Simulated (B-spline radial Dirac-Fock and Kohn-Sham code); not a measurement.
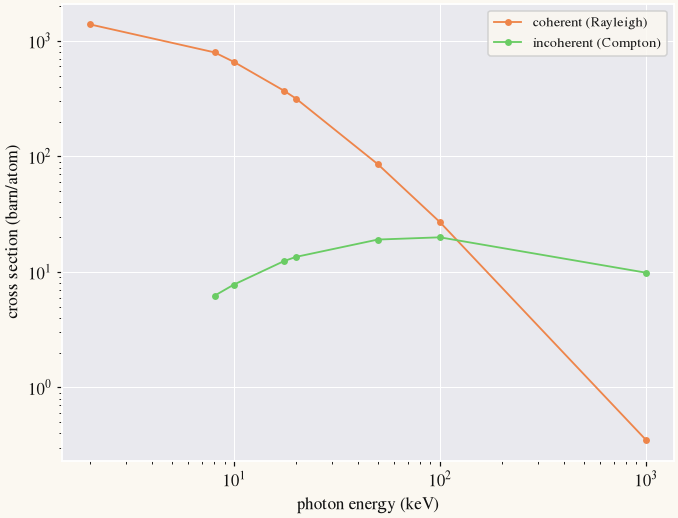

Coherent and incoherent photon scattering cross sections against photon energy, computed at the marked points and joined by straight lines. System: La¹⁰⁺. Computed with a B-spline radial code: Thomson × f² and Klein–Nishina × S on Dirac–Fock densities, without anomalous dispersion.

### What are the two cross sections at 100.0 keV?

Coherent 27.0 b, incoherent 19.9 b.

### Where does Compton scattering overtake Rayleigh scattering?

Between 100 keV and 1.00 MeV.
